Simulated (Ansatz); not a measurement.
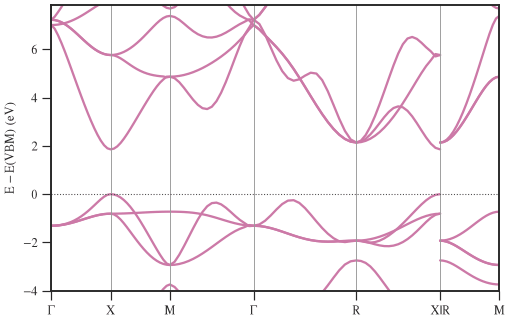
Fig. 1. Band structure from DFT-PBE+D3(BJ) in the program Ansatz with PAW potentials

Task: Read off the gap and where the band edges lie.

Result: About 1.9 eV (1.86 eV by a search for the band edges); maximum at X, minimum at X.

The material is TlBr (CsCl type, space group No. 221).

Space group Pm-3m (CsCl type). The PBE+D3(BJ) relaxation kept the symmetry of its start; phonons on a q-mesh show no instability. Spin–orbit coupling is left out wherever it is not named.

Potentials: the later of the program's two PAW sets.
